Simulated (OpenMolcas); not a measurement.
# One shape, several levels: doublet CH4Si+

We compute a comparison of 3 runs (UM06-2X/STO-3G, ROMP2/STO-3G, ROCCSD(T)/STO-3G) of doublet CH4Si+. 

The calculation is run with OpenMolcas 26.06.

1 further run of the same task is left out (set aside as unsound or not needed).

**1. The molecule**

The species is CH4Si+ (6 atoms), meant as a doublet with charge +1. As SMILES of the parent species, `C=[SiH2]`. The shape is that of a GFN2-xTB optimisation. That shape belongs to the parent species and isn't relaxed for this state.

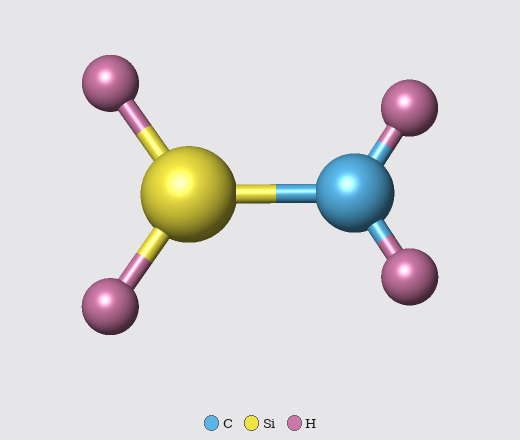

The structure, seen from a chosen angle (carbon blue, silicon yellow, hydrogen pink).

**2. A single-point energy at UM06-2X/STO-3G (run 1)**

The input, geom.xyz:

```xyz
6

C     -0.738690    -0.547160    -0.265100
Si     0.611270     0.451760     0.218260
H     -1.408510    -0.996610     0.448130
H     -0.962920    -0.758160    -1.296740
H      0.952980     0.765970     1.600750
H      1.545870     1.084200    -0.705300
```

The input, calc.input:

```
&GATEWAY
BASLIB
$CurrDir
COORD
geom.xyz
BASIS
STO-3G
GROUP
NoSym
&SEWARD
GRIDINPUT
Grid=UltraFine
End of Grid
&SCF
UHF
CHARGE
1
SPIN
2
KSDFT
M062X
THRESHOLDS
1e-10 1e-07 1e-07 1e-05
PRORBITALS
1 1
```

The basis set STO-3G is read from a file made from the Basis Set Exchange's data (not shown).

On the command line:

```bash
$ export MOLCAS_MEM=1860
$ pymolcas calc.input > calc.log
```

Output:

```text
--- Start Module: gateway ---
[...]
--- Stop Module: gateway /rc=_RC_ALL_IS_WELL_ ---
--- Start Module: seward ---
[...]
      Basis functions           18
--- Stop Module: seward /rc=_RC_ALL_IS_WELL_ ---
--- Start Module: scf ---
[...]
       Convergence after  15 Iterations
[...]
::    Total KS-DFT energy                            -325.8420231336
[...]
      Total spin, S                                     0.5014621880
[...]
      Total electronic charge=   23.000000
      Total            charge=    1.000000
[...]
      Dipole Moment (debye):
      Origin of the operator (angstrom)=    0.1901    0.1402    0.0675
                   X=  1.8810E-01               Y=  1.3819E-01               Z=  6.6841E-02           Total=  2.4279E-01
      Center of Charge (angstrom)
[...]
--- Stop Module: scf /rc=_RC_ALL_IS_WELL_ ---
[...]
```

Run time: 11 s. Hardware: 1 thread of Arm Neoverse V1, shared host; peak memory 0.37 GiB.

**3. The energy at ROMP2/STO-3G (run 2)**

geom.xyz is that of step 2.

The input, calc.input:

```
* CH4Si ROMP2
>>> EXPORT MOLCAS_PRINT=2
&GATEWAY
BasLib = $CurrDir
Coord = geom.xyz
Basis = STO-3G
Group = NoSym
&SEWARD
&SCF
UHF
Charge = 1
Spin = 2
Thresholds = 1e-10 1e-07 1e-07 1e-05
PrOrbitals = 1 1
&RASSCF
FileOrb = $Project.UnaOrb
Spin = 2
Nactel = 1 0 0
Inactive = 11
Ras2 = 1
OutOrbitals = Canonical
OrbListing = Nothing
&CASPT2
IPEA = 0.0
Frozen = 6
```

The basis set STO-3G is read from a file made from the Basis Set Exchange's data (not shown).

On the command line:

```bash
$ export MOLCAS_MEM=1860
$ pymolcas calc.input > calc.log
```

Output:

```text
--- Start Module: gateway ---
[...]
--- Stop Module: gateway /rc=_RC_ALL_IS_WELL_ ---
[...]
      Basis functions           18
[...]
       Convergence after  16 Iterations
[...]
::    Total SCF energy                               -325.0596528670
[...]
      Total spin, S                                     0.5048300246
[...]
--- Start Module: rasscf ---
[...]
      Number of active orbitals                  1
[...]
      Spin quantum number                      0.5
[...]
      Active orbitals                            1
[...]
      Number of CSFs                             1
[...]
      Number of root(s) required                 1
[...]
      Convergence after  8 iterations
[...]
      printout of CI-coefficients larger than  0.05 for root  1
      energy=    -325.056933
      conf/sym  1     Coeff  Weight
             1  u   1.00000 1.00000
      Natural orbitals and occupation numbers for root  1
      sym 1:   1.000000
      ************************************************************************************************************************
      *                                                    Final results                                                     *
[...]
::    RASSCF root number  1 Total energy:   -325.05693342
[...]
      Total electronic charge=   23.000000
      Total            charge=    1.000000
[...]
      Dipole Moment (debye):
      Origin of the operator (angstrom)=    0.1901    0.1402    0.0675
                   X=  6.9553E-01               Y=  5.1324E-01               Z=  2.4813E-01           Total=  8.9930E-01
      Center of Charge (angstrom)
[...]
--- Stop Module: rasscf /rc=_RC_ALL_IS_WELL_ ---
--- Start Module: caspt2 ---
[...]
      E2 (Variational):          -0.0788623669
      Total energy:            -325.1357957912
[...]
      Reference weight:           0.96256
[...]
::    CASPT2 Root  1     Total energy:   -325.13579579
[...]
```

Wall time 2.6 s (1 thread of Arm Neoverse V1, shared host); peak memory 0.37 GiB.

**4. The energy at ROCCSD(T)/STO-3G (run 3)**

geom.xyz is that of step 3.

The input, calc.input:

```
>>> EXPORT MOLCAS_PRINT=2
&GATEWAY
BasLib=$CurrDir
Coord=geom.xyz
Basis=STO-3G
Group=NoSym
&SEWARD
&SCF
UHF
Charge=1
Spin=2
Thresholds=1e-10 1e-07 1e-07 1e-05
PrOrbitals=1 1
&RASSCF
FileOrb=$Project.UnaOrb
Spin=2
Nactel=1 0 0
Inactive=11
Ras2=1
OutOrbitals=Canonical
OrbListing=Nothing
&MOTRA
JobIph
Frozen=6
&CCSDT
CCT
Triples=3
Iterations=80
Accuracy=1e-08
Extrapolation=5 4
```

The basis set STO-3G is read from a file made from the Basis Set Exchange's data (not shown).

On the command line:

```bash
$ export MOLCAS_MEM=1860
$ pymolcas calc.input > calc.log
```

Output:

```text
--- Start Module: gateway ---
[...]
--- Stop Module: gateway /rc=_RC_ALL_IS_WELL_ ---
[...]
      Basis functions           18
[...]
       Convergence after  16 Iterations
[...]
::    Total SCF energy                               -325.0596528670
[...]
      Total spin, S                                     0.5048300246
[...]
      Number of active orbitals                  1
[...]
      Spin quantum number                      0.5
[...]
      Active orbitals                            1
[...]
      Number of CSFs                             1
[...]
      Number of root(s) required                 1
[...]
      Convergence after  8 iterations
[...]
      printout of CI-coefficients larger than  0.05 for root  1
      energy=    -325.056933
      conf/sym  1     Coeff  Weight
             1  u   1.00000 1.00000
      Natural orbitals and occupation numbers for root  1
      sym 1:   1.000000
      ************************************************************************************************************************
      *                                                    Final results                                                     *
[...]
::    RASSCF root number  1 Total energy:   -325.05693342
[...]
      Total electronic charge=   23.000000
      Total            charge=    1.000000
[...]
      Dipole Moment (debye):
      Origin of the operator (angstrom)=    0.1901    0.1402    0.0675
                   X=  6.9553E-01               Y=  5.1324E-01               Z=  2.4813E-01           Total=  8.9930E-01
      Center of Charge (angstrom)
[...]
--- Start Module: motra ---
[...]
--- Start Module: ccsdt ---
[...]
      Convergence after                    16  Iterations
      Total energy (diff) :    -325.16532957       0.00000000
[...]
 METHOD                       : CCSD+T(CCSD)+<T3(1)WT1>+<T3(1)UT2> = CCSD(T)
[...]
       CCSD     =      -325.1653295677690
[...]
```

Run time: 2.7 s. Hardware: 1 thread of Arm Neoverse V1, shared host; peak memory 0.37 GiB.

**5. All runs side by side**

| run | level | integration grid | frozen core orbitals | energy (Eh) | wall time |
| --- | --- | --- | --- | --- | --- |
| 1 | UM06-2X/STO-3G | UltraFine | – | -325.842023 | 11 s |
| 2 | ROMP2/STO-3G | – | 6 | -325.135796 | 2.6 s |
| 3 | ROCCSD(T)/STO-3G | – | 6 | -325.166426 | 2.7 s |

**6. Outcome**

```
             quantity          value
  run 3: total energy  -325.16643 Eh
run 3: (T) correction      -1.10 mEh
```

In runs 1, 2, 3 the basis is minimal, so the values are rough. All runs together took 16 s, the longest 11 s.
